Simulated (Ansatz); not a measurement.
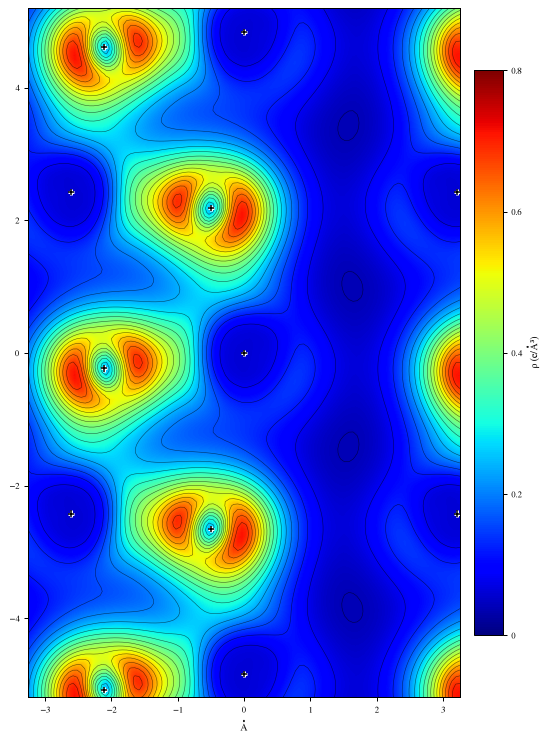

The valence charge density (pseudo) on a plane through atoms (crosses mark nuclei in the plane).

All numbers below come from DFT PBE, scalar-relativistic, plane waves, PAW in Ansatz 0.2.0.

Candidates:
A. B4N3, a = 4.90 Å, b = 8.34 Å, c = 3.17 Å, α = 90.00°, β = 120.01°, γ = 90.00°. Space group C2; a generated structure, not necessarily the stable one; changed on purpose from its base cell (volume × 0.94, shape and atoms relaxed); computed pressure about 6 GPa in this cell; computed without spin polarisation.
B. Ti4RuC, a = 3.02 Å, b = 3.02 Å, c = 11.10 Å, α = 90.00°, β = 90.00°, γ = 120.00°. Space group P-3m1; a generated structure, not necessarily the stable one; computed without spin polarisation.
C. Al3BN2, a = 10.04 Å, b = 5.82 Å, c = 4.84 Å, α = 90.00°, β = 90.00°, γ = 90.00°. Space group Cmc2₁; a generated structure, not necessarily the stable one.

### Which candidate gave the map?

Candidate C: Al3BN2 on the (100) plane of the conventional cell, which holds Al and B. Al–B (2.12 Å): ρ is about 0.44 e/Å³ halfway. Al–B (2.24 Å): the density is about 0.32 e/Å³ at the midpoint.
